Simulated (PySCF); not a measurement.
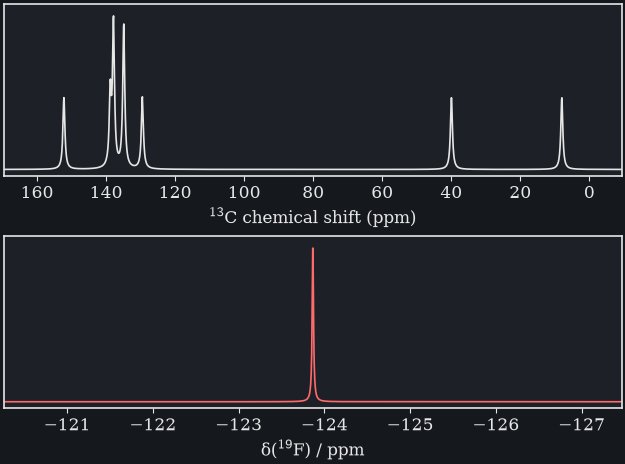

GIAO shifts, mPW1PW91/pcSseg-2, PySCF 2.14.0, at a PBE0-D3(BJ)/def2-SVP geometry (no frequency check), against TMS for ¹³C and CFCl₃ for ¹⁹F computed at the same level (¹⁹F: this reference is a hard case for the method, so all values can be off together by tens of ppm, and differences between signals are safer). Gas phase, fully decoupled, line heights follow the number of nuclei, widths are arbitrary (no quadrupolar broadening); values of one conformer, averaged over nuclei that symmetry or rotation about single bonds exchange, these motions taken as fast; other conformers aren't averaged in.

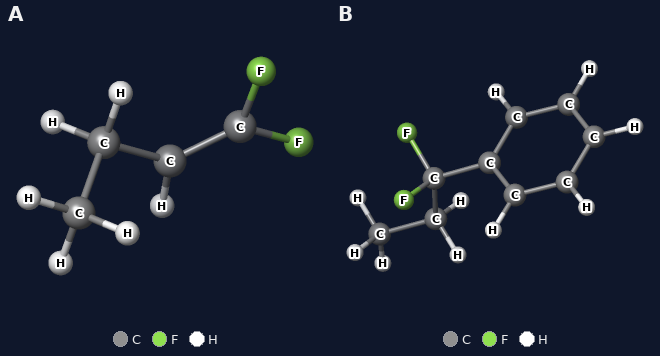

Question: Which structure fits the spectrum? The candidates are drawn in the second picture.

Answer: Structure B, C₉H₁₀F₂, SMILES CCC(F)(F)c1ccccc1. Its ¹³C signals: 152.2 (1 C), 138.8 (1 C), 137.9 (2 C), 134.9 (2 C), 129.5 (1 C), 40.0 (1 C), 8.0 (1 C) ppm. Its ¹⁹F signals: −123.9 (2 F) ppm.
